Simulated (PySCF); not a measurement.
**C4H6F2O: geometry, spin-spin couplings**

Wanted: the spin-spin couplings of C4H6F2O (`C=C(CF)OCF`), by calculation.

Computed with PySCF 2.14.0, with density-fitted response routines of our own, on a single molecule in the gas phase. Atoms are numbered from 0 throughout.

## 1. Starting geometry

13 atoms, charge 0, multiplicity 1; geometry from: GFN2-xTB. The atoms were then displaced at random by about 0.01 Å, so the start is not that level's minimum.

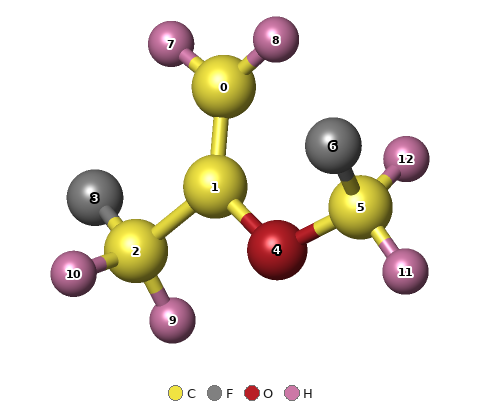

The starting geometry (carbon yellow, fluorine grey, oxygen red, hydrogen pink), atoms numbered; sticks join atoms by distance.

## 2. Relaxing the molecule at PBE0-D3(BJ)/def2-SVP

What the job is given:

```
{"job": {"xc": "PBE0", "basis": "def2-SVP", "d3": "d3bj", "grid": 1, "shake": 0.01, "kind": "geom"}, "charge": 0, "multiplicity": 1}
C     -0.310510     1.219890    -0.525730
C     -0.421920     0.039960     0.012900
C     -1.734090    -0.656110     0.321060
F     -2.728160    -0.081460    -0.341370
O      0.632710    -0.776030     0.387400
C      1.903920    -0.381040     0.062130
F      2.337080     0.686550     0.806990
H     -1.213390     1.778340    -0.795820
H      0.597480     1.751720    -0.701910
H     -1.663150    -1.707950     0.039230
H     -1.946800    -0.591440     1.409800
H      2.578490    -1.220610     0.316580
H      1.974160    -0.078690    -1.001590
```

Started as:

```sh
$ OMP_NUM_THREADS=1 python probes_run.py task.json out
```

The driver reads the jobs from task.json and runs them one after another.

Standard output:

```text
step   0  E = -430.12715477  max force = 0.045513
step   1  E = -430.13201088  max force = 0.006467
step   2  E = -430.13233058  max force = 0.003317
step   3  E = -430.13246649  max force = 0.001855
step   4  E = -430.13254295  max force = 0.003133
step   5  E = -430.13262217  max force = 0.003557
step   6  E = -430.13265522  max force = 0.001559
step   7  E = -430.13266029  max force = 0.000293
optimisation converged
```

Run time: 59 s. Hardware: 1 thread of Arm Neoverse V1, shared host; peak memory 0.48 GiB.

Along the way:

```
step  energy from step 0 (eV)  largest force component (eV/Å)
   0                   0.0000                          2.3404
   1                  -0.1321                          0.3325
   2                  -0.1408                          0.1706
   3                  -0.1445                          0.0954
   4                  -0.1466                          0.1611
   5                  -0.1488                          0.1829
   6                  -0.1497                          0.0802
   7                  -0.1498                          0.0151
```

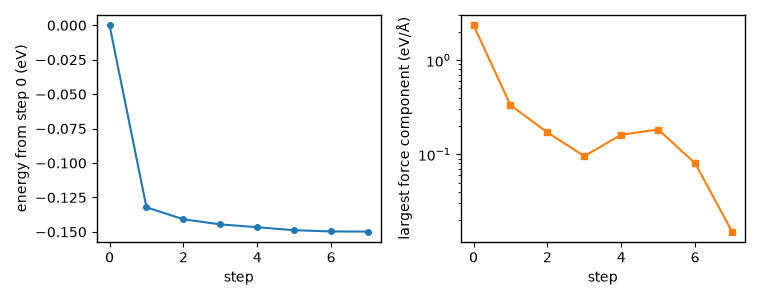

Energy and force, step by step.

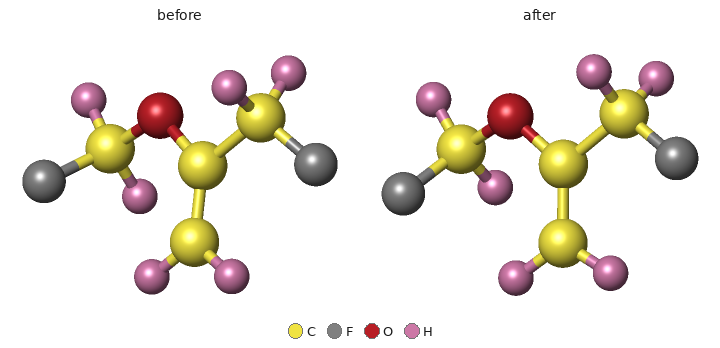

Before and after, at one scale.

Close pairs (by a distance rule), those that changed most:

```
  bond  before (Å)  after (Å)  change (Å)
 C2–F3       1.326      1.362      +0.037
 C0–C1       1.302      1.333      +0.031
 C0–H8       1.067      1.090      +0.023
 C1–O4       1.385      1.363      -0.022
 C1–C2       1.517      1.498      -0.019
 C2–H9       1.091      1.105      +0.014
 C5–F6       1.372      1.361      -0.011
C2–H10       1.111      1.105      -0.007
```

The end geometry stands in the next job.

```
                         at the end point                value
  point group (found at 0.08 Å tolerance)                   C1
rotational constants (GHz, main isotopes)  7.263, 1.351, 1.199
                        dipole moment (D)                 2.09
```

## 3. J couplings: B3LYP/6-31G*

What the job is given:

```
{"job": {"kind": "j", "xc": "B3LYP", "basis": "6-31G*"}, "charge": 0, "multiplicity": 1}
C     -0.375780     1.194700    -0.650202
C     -0.421207     0.039186     0.013434
C     -1.667049    -0.764205     0.230969
F     -2.762572    -0.130761    -0.272946
O      0.626692    -0.608869     0.597029
C      1.903999    -0.232603     0.248921
F      2.245578     0.961525     0.805973
H     -1.299522     1.574628    -1.085000
H      0.536174     1.784338    -0.739960
H     -1.558232    -1.752239    -0.252213
H     -1.800579    -0.936852     1.313878
H      2.576132    -1.008525     0.644647
H      1.994955    -0.136314    -0.848977
```

With the program's defaults for keys left out, this is: B3LYP/6-31G* indirect spin-spin coupling, non-relativistic, gas phase.

Standard output:

```text
coarse grid: 11328 points
cycle   1  E = -430.7903011637  dE =  9.538e-01  |g| = 8.516e-01  |ddm| = 3.337e+00
cycle   2  E = -430.6573309015  dE =  1.330e-01  |g| = 1.228e+00  |ddm| = 1.479e+00
cycle   3  E = -430.9164026999  dE = -2.591e-01  |g| = 1.016e-01  |ddm| = 9.106e-01
cycle   4  E = -430.9182347090  dE = -1.832e-03  |g| = 5.604e-02  |ddm| = 1.426e-01
cycle   5  E = -430.9188853281  dE = -6.506e-04  |g| = 1.629e-02  |ddm| = 5.503e-02
cycle   6  E = -430.9189447943  dE = -5.947e-05  |g| = 3.627e-03  |ddm| = 1.635e-02
cycle   7  E = -430.9189478885  dE = -3.094e-06  |g| = 8.906e-04  |ddm| = 3.900e-03
final grid: 111480 points
cycle   8  E = -430.8862889547  dE = -2.483e-05  |g| = 6.645e-03  |ddm| = 2.049e-02
cycle   9  E = -430.8862817240  dE =  7.231e-06  |g| = 9.380e-03  |ddm| = 1.170e-02
cycle  10  E = -430.8862980931  dE = -1.637e-05  |g| = 6.988e-04  |ddm| = 6.610e-03
cycle  11  E = -430.8862981942  dE = -1.011e-07  |g| = 1.664e-04  |ddm| = 7.894e-04
cycle  12  E = -430.8862981976  dE = -3.457e-09  |g| = 1.082e-04  |ddm| = 2.127e-04
cycle  13  E = -430.8862982000  dE = -2.336e-09  |g| = 1.768e-05  |ddm| = 9.568e-05
cycle  14  E = -430.8862982000  dE = -6.457e-11  |g| = 6.479e-06  |ddm| = 2.107e-05
converged SCF energy = -430.8862982000

Indirect spin-spin couplings (Hz)
  i      j    bonds     total        FC       PSO       DSO        SD
  0 C    1 C    1     95.766   103.025    -7.519     0.260         -
  0 C    2 C    2      0.655     0.804    -0.131    -0.018         -
  0 C    3 F    3      5.557     6.912    -1.295     0.049    -0.109
  0 C    4 O    2      1.699    -0.091     1.768     0.023         -
  0 C    5 C    3      2.589     2.577    -0.008     0.021         -
  0 C    6 F    4      4.466     5.136    -0.315     0.083    -0.438
  0 C    7 H    1    174.769   173.558     0.361     0.850         -
  0 C    8 H    1    174.760   173.504     0.373     0.883         -
  0 C    9 H    3      5.580     5.731     0.208    -0.359         -
  0 C   10 H    3      5.570     5.733     0.224    -0.387         -
  0 C   11 H    4     -0.653    -0.417     0.203    -0.440         -
  0 C   12 H    4      0.457     0.404    -0.193     0.246         -
  1 C    2 C    1     72.661    73.544    -1.210     0.327         -
  1 C    3 F    2     24.965    28.458    -3.690     0.113     0.085
  1 C    4 O    1     10.483     8.047     2.619    -0.183         -
  1 C    5 C    2     -1.975    -1.700    -0.272    -0.003         -
  1 C    6 F    3     -4.230    -3.353    -0.692    -0.029    -0.156
  1 C    7 H    2      1.183     2.726    -1.388    -0.155         -
  1 C    8 H    2     -5.427    -3.863    -1.340    -0.224         -
  1 C    9 H    2     -5.847    -5.857    -0.107     0.117         -
  1 C   10 H    2     -6.514    -6.523    -0.113     0.123         -
  1 C   11 H    3      8.160     8.493     0.211    -0.544         -
  1 C   12 H    3      2.847     2.909    -0.224     0.162         -
  2 C    3 F    1   -188.511  -225.106    20.926     0.870    14.800
  2 C    4 O    2    -16.194   -16.328     0.173    -0.039         -
  2 C    5 C    3      4.987     4.985     0.068    -0.066         -
  2 C    6 F    4      1.962     2.060     0.098    -0.212     0.016
  2 C    7 H    3      2.571     2.607    -0.041     0.006         -
  2 C    8 H    3      5.202     5.437     0.189    -0.424         -
  2 C    9 H    1    163.342   162.491    -0.296     1.147         -
  2 C   10 H    1    163.823   162.984    -0.307     1.147         -
  2 C   12 H    4     -0.373    -0.326     0.126    -0.173         -
  3 F    4 O    3     -2.864    -4.907     2.202     0.152    -0.310
  3 F    5 C    4      1.588     1.349     0.207    -0.263     0.296
  3 F    7 H    4      6.225     6.621    -1.768     1.354     0.019
  3 F    8 H    4      5.624     6.336     0.611    -1.273    -0.050
  3 F    9 H    2     48.943    44.928     7.972    -1.082    -2.876
  3 F   10 H    2     47.240    43.182     7.985    -1.093    -2.834
  3 F   11 H    5      0.160     0.565     0.631    -1.103     0.067
  3 F   12 H    5     -0.453    -0.094     0.390    -0.726    -0.024
  4 O    5 C    1     13.437    11.427     2.181    -0.171         -
  4 O    6 F    2    -35.379   -16.396   -11.934     0.022    -7.070
  4 O    7 H    3     -2.213    -2.835     0.359     0.264         -
  4 O    8 H    3     -1.333    -1.696     0.332     0.030         -
  4 O    9 H    3      0.372     0.437     0.022    -0.087         -
  4 O   10 H    3     -0.245    -0.114    -0.011    -0.120         -
  4 O   11 H    2    -15.310   -15.459     0.144     0.005         -
  4 O   12 H    2     -1.227    -1.460     0.175     0.058         -
  5 C    6 F    1   -239.363  -252.479     1.249     0.963    10.904
  5 C    8 H    4      0.232     0.180    -0.254     0.306         -
  5 C    9 H    4     -0.270    -0.204     0.114    -0.180         -
  5 C   10 H    4     -0.450    -0.354     0.188    -0.285         -
  5 C   11 H    1    175.695   174.946    -0.485     1.233         -
  5 C   12 H    1    177.057   176.280    -0.515     1.292         -
  6 F    8 H    5      2.227     2.419    -1.939     1.562     0.185
  6 F    9 H    5     -0.924    -0.578     0.669    -1.072     0.058
  6 F   10 H    5     -0.584    -0.354     0.389    -0.633     0.015
  6 F   11 H    2     52.879    55.071     1.932    -1.048    -3.075
  6 F   12 H    2     57.787    59.979     1.774    -0.865    -3.101
  7 H    8 H    2     -3.651    -2.522     1.775    -2.905         -
  7 H    9 H    4     -3.064    -2.490     0.649    -1.223         -
  7 H   10 H    4     -2.938    -2.296     0.776    -1.418         -
  7 H   11 H    5     -0.740    -0.007     1.018    -1.751         -
  7 H   12 H    5     -0.583    -0.172     0.418    -0.829         -
  8 H    9 H    4     -3.430    -2.712     0.941    -1.659         -
  8 H   10 H    4     -2.619    -1.911     0.915    -1.622         -
  8 H   11 H    5     -0.680    -0.017     0.896    -1.559         -
  8 H   12 H    5      0.339    -0.304    -1.355     1.998         -
  9 H   10 H    2    -16.237   -15.467     0.849    -1.618         -
  9 H   11 H    5     -0.166     0.052     0.347    -0.564         -
 10 H   11 H    5     -0.271     0.022     0.520    -0.813         -
 10 H   12 H    5     -0.270     0.224     0.833    -1.327         -
 11 H   12 H    2     -4.789    -3.832     0.978    -1.935         -
```

Run time: 16 s. Hardware: 1 thread of Arm Neoverse V1, shared host; peak memory 0.6 GiB.

The basis is not made for couplings: without tight functions at the nuclei these values are rough.

Beyond four bonds or across contacts, the largest of 1 Hz or more: F6–H8 2.2 Hz.

A choice of the couplings up to four bonds, sorted by the number of bonds, with means over like pairs; isotopes 13C, 19F, 1H, 17O:

```
  pair  bonds  J (Hz)  Fermi contact (Hz)  dihedral (°)
 C5–F6      1  -239.4              -252.5             –
 C2–F3      1  -188.5              -225.1             –
C5–H11      1   176.4               175.6             –
 C0–H7      1   174.8               173.6             –
 C0–H8      1   174.8               173.5             –
 C2–H9      1   163.6               162.7             –
 C0–C1      1    95.8               103.0             –
 C1–C2      1    72.7                73.5             –
 O4–C5      1    13.4                11.4             –
F6–H11      2    55.3                57.5             –
 F3–H9      2    48.1                44.1             –
 O4–F6      2   -35.4               -16.4             –
 C1–F3      2    25.0                28.5             –
H9–H10      2   -16.2               -15.5             –
 C2–O4      2   -16.2               -16.3             –
O4–H11      2    -8.3                -8.5             –
 C1–H9      2    -6.2                -6.2             –
 C1–H8      2    -5.4                -3.9             –
 C0–H9      3     5.6                 5.7           118
 C0–F3      3     5.6                 6.9            -3
C1–H11      3     5.5                 5.7             –
 C2–H8      3     5.2                 5.4           176
 C2–C5      3     5.0                 5.0           164
 C1–F6      3    -4.2                -3.4            74
 F3–O4      3    -2.9                -4.9           177
 C0–C5      3     2.6                 2.6           -16
 C2–H7      3     2.6                 2.6            -1
 F3–H7      4     6.2                 6.6             –
 F3–H8      4     5.6                 6.3             –
 C0–F6      4     4.5                 5.1             –
 H8–H9      4    -3.0                -2.3             –
 H7–H9      4    -3.0                -2.4             –
 C2–F6      4     2.0                 2.1             –
 F3–C5      4     1.6                 1.3             –
```

Means hide unlike values in this fixed geometry: O4–H11 from -15.3 to -1.2 Hz; C1–H11 from 2.8 to 8.2 Hz. They hold only if the pairs exchange fast.

The spin-dipole term was solved for some atoms only; pairs without it lack that part.

The response was solved for the nuclei of C, F, H alone, so couplings that need other nuclei can be missing.

Quadrupole couplings from the field gradients of the same density:

```
atom  isotope  eQq/h (MHz)     η
  O4      17O        -10.1  0.59
```

## 4. Outcome

| quantity | value |
| --- | --- |
| point group | C1 |
| rotational constants (main isotopes) | 7.26, 1.35, 1.20 GHz |
| largest coupling of the table (B3LYP/6-31G*) | ¹J(C,F) C5–F6, -239.4 Hz |

In words: The start of the PBE0/def2-SVP relaxation was shaken at random by about 0.01 Å, so part of the energy gained, and of the first lengths quoted, undoes that. The optimisation took 7 steps and gained 0.150 eV; among the close pairs (by a distance rule), C2–F3 changed most, from 1.326 to 1.362 Å. No frequency check was run at this level, so the end point may be a saddle. Of the pairs tabulated at B3LYP/6-31G*, C5–F6 couples most strongly (-239.4 Hz; Fermi contact -252.5 Hz). Couplings across rotatable bonds belong to this one conformer; where others are populated, the observed values are averages. Density functionals describe couplings to fluorine poorly, F–F couplings above all, so those rows are rough. Couplings from bases without tight functions are rough.
